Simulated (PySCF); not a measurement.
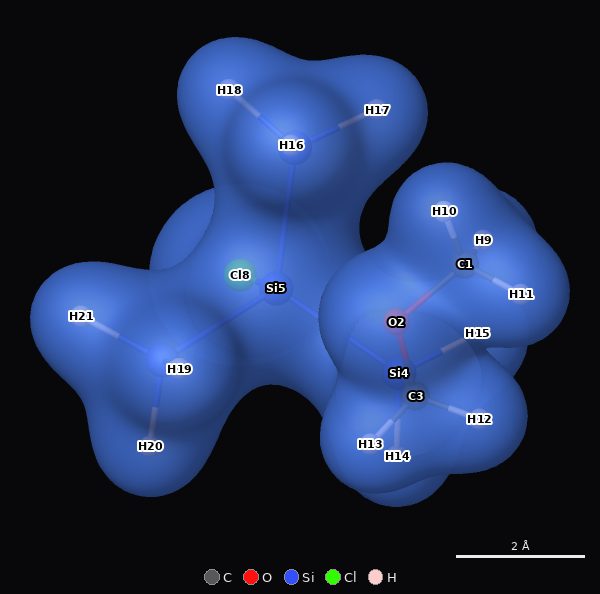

C2H13ClOSi4. Isosurface of the electron density at 0.1 e/Å³ (blue), seen at a tilt.

Geometry: GFN2-xTB.

Level of theory: PBE0/pcSseg-1, SCF density, gas phase, non-relativistic (PySCF 2.14.0).

| atom | x (Å) | y (Å) | z (Å) |
| --- | --- | --- | --- |
| C | 2.3691 | 0.7768 | 0.1690 |
| O | 1.2943 | 0.2275 | 0.8810 |
| C | 1.2634 | -1.2000 | 0.8388 |
| Si | 0.4155 | -1.7876 | -0.7739 |
| Si | -1.3014 | -0.2043 | -0.9337 |
| Si | -0.6762 | 1.9509 | -1.6301 |
| Si | -2.6919 | -0.2228 | 0.9614 |
| Cl | -2.5068 | -0.9347 | -2.5074 |
| H | 2.3243 | 0.5245 | -0.8967 |
| H | 2.3035 | 1.8569 | 0.2855 |
| H | 3.3277 | 0.4249 | 0.5709 |
| H | 2.2729 | -1.5979 | 0.9804 |
| H | 0.6753 | -1.4964 | 1.7091 |
| H | 0.0936 | -3.2092 | -0.5763 |
| H | 1.4233 | -1.8139 | -1.8510 |
| H | -0.2433 | 2.7392 | -0.4752 |
| H | 0.4294 | 1.9646 | -2.5983 |
| H | -1.7727 | 2.6891 | -2.2643 |
| H | -1.9708 | 0.3370 | 2.1045 |
| H | -3.1210 | -1.5730 | 1.3458 |
| H | -3.9171 | 0.5654 | 0.7947 |

What does this surface tell about the bonding?

Answer. At this value the surface is in one piece. It bridges the sampled C–O (1.40 Å), C–Si (1.91 Å), Si–Cl (2.11 Å) and Si–Si (2.34 Å) contacts, where the density stays above the isovalue. On the grid the lowest density along these lines, outside the cores, is 1.8 e/Å³ (C–O, 1.40 Å), 0.77 e/Å³ (C–Si, 1.91 Å), 0.57 e/Å³ (Si–Cl, 2.11 Å) and 0.63 e/Å³ (Si–Si, 2.34 Å).
